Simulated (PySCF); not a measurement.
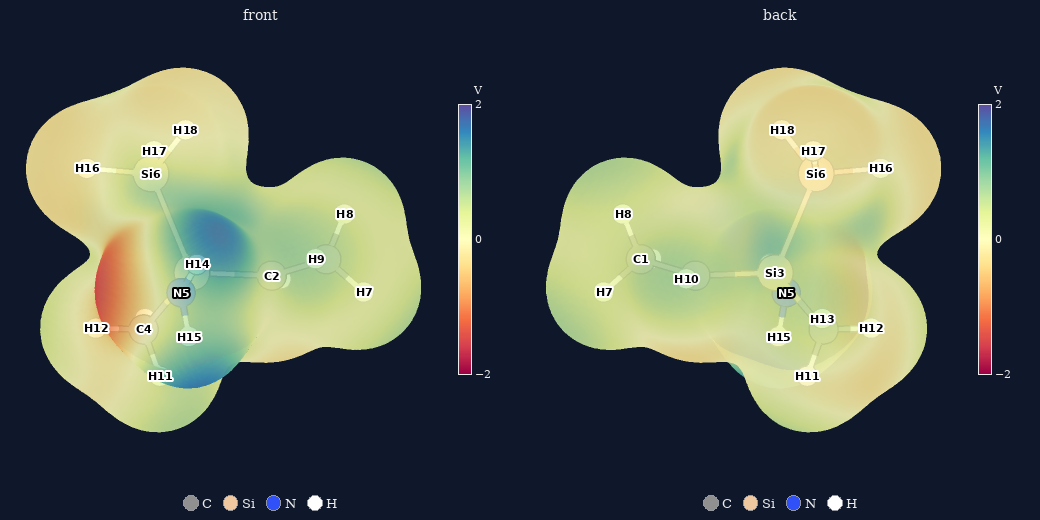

*C3H12NSi2 (doublet). The electrostatic potential painted on the density surface at 0.002 e/bohr³, seen from the front and from behind; red is negative and blue positive.*

Geometry: GFN2-xTB.

Method: UKS B3LYP, pcH-1 on C H N Si, non-relativistic, mean-field spin-orbit, GIAO (PySCF 2.14.0, density-fitted response routines).

```yaml
atoms:
  - { symbol: C, position_ang: [1.3859, -0.8269, -1.9646] }
  - { symbol: C, position_ang: [0.2121, -1.0220, -1.0764] }
  - { symbol: Si, position_ang: [-0.1234, -0.0218, 0.4404] }
  - { symbol: C, position_ang: [-1.1703, -1.0613, 1.6455] }
  - { symbol: N, position_ang: [1.2709, 0.4662, 1.3547] }
  - { symbol: Si, position_ang: [-1.2094, 1.9821, -0.0730] }
  - { symbol: H, position_ang: [1.8035, -1.7904, -2.2672] }
  - { symbol: H, position_ang: [1.1048, -0.3080, -2.8870] }
  - { symbol: H, position_ang: [2.1650, -0.2485, -1.4726] }
  - { symbol: H, position_ang: [-0.5710, -1.6311, -1.5100] }
  - { symbol: H, position_ang: [-0.6561, -1.9666, 1.9517] }
  - { symbol: H, position_ang: [-1.4083, -0.4954, 2.5401] }
  - { symbol: H, position_ang: [-2.1048, -1.3571, 1.1805] }
  - { symbol: H, position_ang: [1.8941, 1.1521, 0.9608] }
  - { symbol: H, position_ang: [1.8107, -0.2452, 1.8228] }
  - { symbol: H, position_ang: [-1.5663, 2.8036, 1.0877] }
  - { symbol: H, position_ang: [-2.4590, 1.7424, -0.8030] }
  - { symbol: H, position_ang: [-0.3872, 2.8344, -0.9419] }
```

Describe the electrostatic potential map.

Answer. The most negative region (about −1.4 V) lies over N5, the most positive (about +1.6 V) over H14 and H15. N5 is the likeliest acceptor of a hydrogen bond.
